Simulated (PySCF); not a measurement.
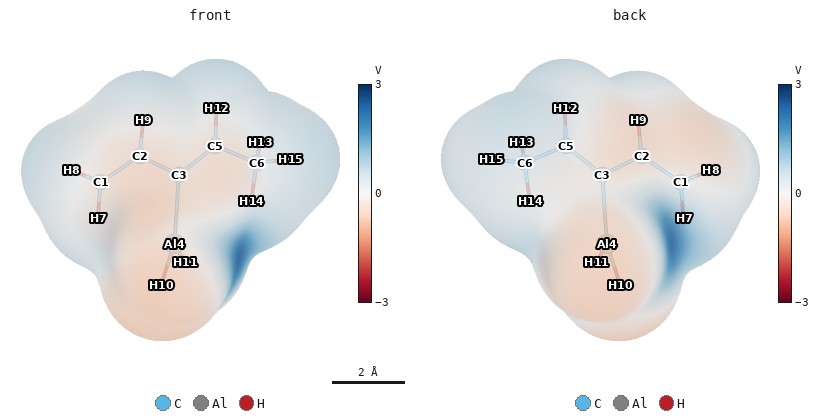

Figure 1: C$_{5}$H$_{9}$Al. The molecular electrostatic potential painted on the density surface at 0.001 e/bohr³, seen from the front and from behind; red is negative and blue positive.

Geometry: GFN2-xTB.

Method: CAM-B3LYP/def2-SVPD, SCF density, gas phase in PySCF 2.14.0.

The calculation's input:

```
{"job": {"kind": "uv", "xc": "CAM-B3LYP", "basis": "def2-SVPD", "nstates": 8, "ntriplets": 3}, "charge": 0, "multiplicity": 1}
C      2.524352     0.575281     0.034442
C      1.585349    -0.163654     0.613696
C      0.193610    -0.098493     0.171694
Al    -0.245795     1.325424    -1.156710
C     -0.710223    -0.966879     0.659914
C     -2.145316    -0.942701     0.260078
H      2.253918     1.244305    -0.780830
H      3.561098     0.553267     0.323749
H      1.835612    -0.833790     1.430051
H      0.237526     2.795552    -1.014047
H     -1.129486     1.066399    -2.410726
H     -0.432099    -1.743330     1.370215
H     -2.445744    -1.897743    -0.171472
H     -2.304501    -0.147960    -0.477987
H     -2.782715    -0.757690     1.126022
```

Command:

```sh
OMP_NUM_THREADS=1 python probes_run.py task.json out
```

Which sites attract a positive test charge, and which a negative one?

Answer. A positive charge is drawn to the negative regions and a negative charge to the positive ones. The most negative region (about −0.6 V, or −14 kcal/mol for a unit charge) lies over C1, C2, H10 and H11, the most positive (about +2.2 V, or +51 kcal/mol for a unit charge) over Al4.
